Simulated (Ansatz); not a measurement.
**The cluster TiF₃ (doublet): reading failed and doubtful runs**

6 inputs were typed for the cluster TiF₃ (doublet). Each is run as it stands; the log then has to tell whether the result can be used.

Computed with Ansatz 0.2.0, Gaussian basis. Level: the settings change from run to run.

### Step 1. The geometry

The structure was relaxed beforehand with PBE0-D4 in a triple-zeta def2 set.

4 atoms, charge 0, spin multiplicity 2.

Atoms are counted from 1 here; the program's logs count them from 0.

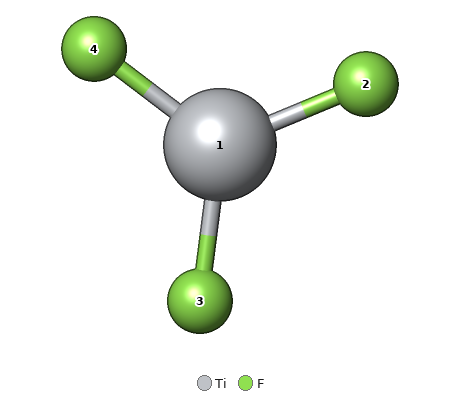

The geometry (titanium light grey, fluorine green); atoms are numbered from 1 in the order of the file.

### Step 2. Attempt 1

Input file in.yaml:

```yaml
crystal:
  periodic: [false, false, false]
  atoms:
    - {symbol: Ti, position_ang: [0.003780, -0.002225, 0.002463]}
    - {symbol: F, position_ang: [0.439377, -0.845208, -1.406357]}
    - {symbol: F, position_ang: [-1.130100, -0.670995, 1.075840]}
    - {symbol: F, position_ang: [0.686953, 1.518428, 0.328055]}
basis:
  gaussian: {orbitals: def2-TZVPP, fitting: {mean_field: cc-pVTZ-jkfit}}
magnetization: {spin_polarized: true, initial_magnetization: 1}
hamiltonian: {xc: {name: r2SCAN0}, dispersion: d4}
output: {forces: true}
```

Command:

```sh
$ ansatz run in.yaml --threads 2 --pin off --events-out ev --progress --plain --max-ram 4352MiB
```

The log of the run:

```text
Functional definition: r2SCAN0
  name "r2SCAN0"
  cite "Bursch, Neugebauer, Ehlert & Grimme, J. Chem. Phys. 156, 134105 (2022) doi:10.1063/5.0086040"
  cite "Furness, Kaplan, Ning, Perdew & Sun, J. Phys. Chem. Lett. 11, 8208 (2020) doi:10.1021/acs.jpclett.0c02405"
  cite "Furness, Kaplan, Ning, Perdew & Sun, J. Phys. Chem. Lett. 11, 9248 (2020) doi:10.1021/acs.jpclett.0c03077"
  parent r2scan
  parameter a = 0.25
  parameter k0 = 0.174
  parameter k1 = 0.065
  parameter a1 = 4.9479
  exchange = (1 - a)*r2scan_x(k0 = k0, k1 = k1, a1 = a1) + a*exact_x
  correlation = r2scan_c
Error: <dir> the basis set cc-pVTZ-JKFIT has no functions for Ti
```

Wall time 0.2 s (2 threads of Intel Xeon Platinum 8488C, shared host).

Diagnosis: Refused before any calculation. The fitting set named has no entry for an element of this molecule. Cure: leave the fitting key out, or name a set that covers all elements and suits the basis. Its coordinates are also moved off the relaxed structure.

### Step 3. Attempt 2

Input file in.yaml:

```yaml
crystal:
  periodic: [false, false, false]
  atoms:
    - {symbol: Ti, position_ang: [0.003937, -0.002318, 0.002565]}
    - {symbol: F, position_ang: [0.457685, -0.880425, -1.464956]}
    - {symbol: F, position_ang: [-1.177187, -0.698953, 1.120666]}
    - {symbol: F, position_ang: [0.715576, 1.581696, 0.341724]}
basis:
  gaussian: {orbitals: def2-TZVPPP, final_grid: {core_spheres: 20, valence_spheres: 16, degree: 47}}
magnetization: {spin_polarized: true, initial_magnetization: 1}
hamiltonian: {xc: {name: revPBE}, dispersion: d3bjatm}
scf: {lower_state_search: light}
```

Launched as before.

The log of the run:

```text
Error: <dir> can't be read: No such file or directory (os error 2)
```

Run time: 0.05 s. Hardware: 2 threads of Intel Xeon Platinum 8488C, shared host.

**Diagnosis.** The run ended at the input check. It says: «<dir> can't be read: No such file or directory (os error 2)» The program finds no basis under the name given. The cure: choose a basis that the program's library holds for every element.

### Step 4. Attempt 3

Input file in.yaml:

```yaml
crystal:
  periodic: [false, false, false]
  atoms:
    - {symbol: Ti, position_ang: [0.003937, -0.002318, 0.002565]}
    - {symbol: F, position_ang: [0.457685, -0.880425, -1.464956]}
    - {symbol: F, position_ang: [-1.177187, -0.698953, 1.120666]}
    - {symbol: F, position_ang: [0.715576, 1.581696, 0.341724]}
basis:
  gaussian: {orbitals: x2c-TZVPPall}
magnetization: {spin_polarized: true, initial_magnetization: 3}
hamiltonian: {xc: {name: CCSD(T)}}
scf: {omitted_lower_state_checks: [starts]}
```

Same command.

The log of the run:

```text
Error: YAML parse error: error: line 11 column 19: hamiltonian.xc: no functional is named "CCSD(T)"; the names, which are not case-sensitive, are SVWN5, SPW92, PBE, PBE0, PBEsol, revPBE, revPBE0, RPBE, rPW86-PBE, HSE06, wPBEh, LC-wPBE, HISS, HF, BLYP, B3LYP, B3LYP5, BHLYP, CAM-B3LYP, r2SCAN, r2SCANh, r2SCAN0, r2SCAN50, m-r2SCAN, B97, wB97, wB97X, wB97X-V, B97M-V, wB97M-V, B2PLYP, B2GP-PLYP, PBE0-DH, PBE-QIDH
  --> <input>:11:19
   |
 9 |   gaussian: {orbitals: x2c-TZVPPall}
10 | magnetization: {spin_polarized: true, initial_magnetization: 3}
11 | hamiltonian: {xc: {name: CCSD(T)}}
   |                   ^ hamiltonian.xc: no functional is named "CCSD(T)"; the names, which are not case-sensitive, are SVWN5, SPW92, PBE, PBE0, PBEsol, revPBE, revPBE0, RPBE, rPW86-PBE, HSE06, wPBEh, LC-wPBE, HISS, HF, BLYP, B3LYP, B3LYP5, BHLYP, CAM-B3LYP, r2SCAN, r2SCANh, r2SCAN0, r2SCAN50, m-r2SCAN, B97, wB97, wB97X, wB97X-V, B97M-V, wB97M-V, B2PLYP, B2GP-PLYP, PBE0-DH, PBE-QIDH
12 | scf: {omitted_lower_state_checks: [starts]}
   |
```

Run time: 0.05 s. Hardware: 2 threads of Intel Xeon Platinum 8488C, shared host.

**Diagnosis.** Refused before any calculation. The method's name isn't one that the program takes here. It also asks for charge 0 and multiplicity 4, another species or state than the molecule above. Fix: set xc to hf, put the coupled-cluster method under correlation, and drop any dispersion key, and set charge and spin to those of the species named.

### Step 5. Attempt 4

Input file in.yaml:

```yaml
crystal:
  periodic: [false, false, false]
  atoms:
    - {symbol: Ti, position_ang: [0.007440, -0.004381, 0.004848]}
    - {symbol: F, position_ang: [0.864899, -1.663762, -2.768366]}
    - {symbol: F, position_ang: [-2.224563, -1.320830, 2.117753]}
    - {symbol: F, position_ang: [1.352243, 2.988973, 0.645765]}
basis:
  gaussian: {orbitals: aug-cc-pVDZ, fitting: {mean_field: def2-universal-jkfit}}
total_charge: -1
hamiltonian: {xc: {name: PBE0}}
scf: {lower_state_search: off}
output: {forces: true}
```

Launched as before.

The log of the run:

```text
Functional definition: PBE0
  name "PBE0"
  cite "Adamo & Barone, J. Chem. Phys. 110, 6158 (1999) doi:10.1063/1.478522"
  cite "Perdew, Burke & Ernzerhof, Phys. Rev. Lett. 77, 3865 (1996) doi:10.1103/PhysRevLett.77.3865"
  parent pbe
  parameter a = 0.25
  parameter kappa = 0.804
  parameter beta = 0.06672455060314922
  exchange = (1 - a)*pbe_x(kappa = kappa, mu = beta*pi^2/3) + a*exact_x
  correlation = pbe_c(beta = beta)
these checks for a lower state are left out or cut short: stability, starts, cluster_reference, orbital_swaps, neighbouring_geometries, increment
495 factors; integrals over basis functions are off by at most 2.3e-1 eV
mean field evaluation 1: about -31232.4048 eV, gradient 4.8e1 eV
mean field evaluation 2: about -29867.0456 eV, gradient 5.5e2 eV
mean field evaluation 4: about -30341.5748 eV, gradient 4.4e2 eV
mean field evaluation 8: about -31249.3027 eV, gradient 4.9e-1 eV
mean field -31249.30333135 eV, -1148.3907158886 hartree, gradient 1.2e-6 eV, S^2 0.000000; 0 other end points of the search recorded, 0 dependent functions left out
the calculation of the forces begins
reference -31249.30337496 eV, -1148.3907174911 hartree; 25, 25 occupied and 103, 103 virtual orbitals, 495 factors
Total energy: -31249.30337496 eV, -1148.3907174911 hartree
Atom 0 at     0.007440    -0.004381     0.004848 Å, force    -0.021663     0.012815    -0.014238 eV/Å
Atom 1 at     0.864899    -1.663762    -2.768366 Å, force    -0.465355     0.903057     1.512221 eV/Å
Atom 2 at    -2.224563    -1.320830     2.117753 Å, force     1.217895     0.716152    -1.149970 eV/Å
Atom 3 at     1.352243     2.988973     0.645765 Å, force    -0.730877    -1.632023    -0.348013 eV/Å
Dipole moment:     0.015725    -0.009263     0.010247 e Å
Checks for a lower state left out: stability, starts, cluster_reference, orbital_swaps, neighbouring_geometries, increment
```

It took 2.1 s on 2 threads of Intel Xeon Platinum 8488C, shared host.

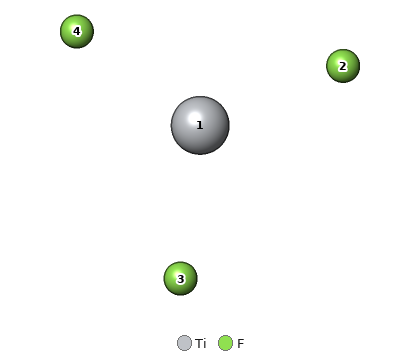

The geometry of this input.

What is wrong: The run converged, but a converged run isn't a right one. The coordinates are in bohr but typed as ångström. The shortest distance is 3.34 Å (Ti1–F3), against 1.77 Å in the relaxed molecule. It also asks for charge -1 and multiplicity 1, another species or state than the molecule above. Its energy is no property of the relaxed molecule. To mend it, take the coordinates from the file in ångström, and set charge and spin to those of the species named.

### Step 6. Attempt 5

Input file in.yaml:

```yaml
crystal:
  periodic: [false, false, false]
  atoms:
    - {symbol: Ti, position_ang: [0.003937, -0.002318, 0.002565]}
    - {symbol: F, position_ang: [0.457685, -0.880425, -1.464956]}
    - {symbol: F, position_ang: [-1.177187, -0.698953, 1.120666]}
    - {symbol: F, position_ang: [0.715576, 1.581696, 0.341724]}
basis:
  gaussian: {orbitals: def2-TZVPPP}
total_charge: 1
magnetization: {spin_polarized: true, initial_magnetization: 0}
hamiltonian: {xc: {name: revPBE0}}
scf: {omitted_lower_state_checks: [starts]}
```

The command is unchanged.

The log of the run:

```text
Error: <dir> can't be read: No such file or directory (os error 2)
```

Wall time 0.05 s (2 threads of Intel Xeon Platinum 8488C, shared host).

What is wrong: The program refused the input before any cycle. The line that matters: «<dir> can't be read: No such file or directory (os error 2)» The program finds no basis under the name given. Remedy: choose a basis that the program's library holds for every element. The input also asks for charge 1 and multiplicity 1, not those of the species named; set them back first.

### Step 7. Attempt 6

Input file in.yaml:

```yaml
crystal:
  periodic: [false, false, false]
  atoms:
    - {symbol: Ti, position_ang: [0.002756, -0.001623, 0.001796]}
    - {symbol: F, position_ang: [0.274611, -0.528255, -1.025469]}
    - {symbol: F, position_ang: [-0.706312, -0.489267, 0.784466]}
    - {symbol: F, position_ang: [0.429345, 0.949017, 0.205035]}
basis:
  gaussian: {orbitals: 6-31G}
magnetization: {spin_polarized: true, initial_magnetization: 1}
hamiltonian: {xc: {name: PBE0}}
accuracy: high
scf: {lower_state_search: off}
```

Launched as before.

The log of the run:

```text
Functional definition: PBE0
  name "PBE0"
  cite "Adamo & Barone, J. Chem. Phys. 110, 6158 (1999) doi:10.1063/1.478522"
  cite "Perdew, Burke & Ernzerhof, Phys. Rev. Lett. 77, 3865 (1996) doi:10.1103/PhysRevLett.77.3865"
  parent pbe
  parameter a = 0.25
  parameter kappa = 0.804
  parameter beta = 0.06672455060314922
  exchange = (1 - a)*pbe_x(kappa = kappa, mu = beta*pi^2/3) + a*exact_x
  correlation = pbe_c(beta = beta)
these checks for a lower state are left out or cut short: stability, starts, cluster_reference, orbital_swaps, neighbouring_geometries, increment
1286 factors; integrals over basis functions are off by at most 3.5e-9 eV
mean field evaluation 1: about -31179.3940 eV, gradient 4.6e1 eV
mean field evaluation 2: about -31141.6239 eV, gradient 8.9e1 eV
mean field evaluation 4: about -31186.2931 eV, gradient 8.2e0 eV
mean field evaluation 8: about -31186.7039 eV, gradient 4.6e-1 eV
mean field evaluation 16: about -31186.7056 eV, gradient 1.4e-4 eV
mean field -31186.70564529 eV, -1146.0902933562 hartree, gradient 7.6e-8 eV, S^2 0.750519; 0 other end points of the search recorded, 0 dependent functions left out
reference -31186.70564769 eV, -1146.0902934442 hartree; 25, 24 occupied and 31, 32 virtual orbitals, 1286 factors
Total energy: -31186.70564769 eV, -1146.0902934442 hartree
Checks for a lower state left out: stability, starts, cluster_reference, orbital_swaps, neighbouring_geometries, increment
```

Run time: 2.6 s. Hardware: 2 threads of Intel Xeon Platinum 8488C, shared host.

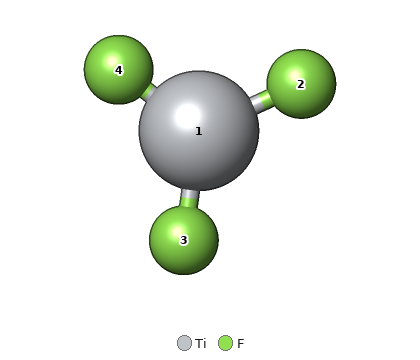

The geometry of this input.

Diagnosis: The run converged, but a converged run isn't a right one. The geometry is squeezed well below its size. The shortest distance is 1.06 Å (Ti1–F4), against 1.77 Å in the relaxed molecule. Its energy is no property of the relaxed molecule. To mend it, use the relaxed coordinates.

### Step 8. How the tries ended

| attempt | level | ended | cause | time |
| --- | --- | --- | --- | --- |
| 1 | r2SCAN0/def2-TZVPP | refused | the fitting set named has no entry for an element of this molecule | 0.2 s |
| 2 | revPBE/def2-TZVPPP | refused | the program finds no basis under the name given | 0.05 s |
| 3 | CCSD(T)/x2c-TZVPPall | refused | the method's name isn't one that the program takes here | 0.05 s |
| 4 | PBE0/aug-cc-pVDZ | converged | the coordinates are in bohr but typed as ångström | 2.1 s |
| 5 | revPBE0/def2-TZVPPP | refused | the program finds no basis under the name given | 0.05 s |
| 6 | PBE0/6-31G | converged | the geometry is squeezed well below its size | 2.6 s |

**Reading.** 4 refused, 2 converged. A refusal costs next to no computing time. The dangerous case is the input that converges on a wrong geometry, charge, spin, basis or grid: often only a look at the input shows it.
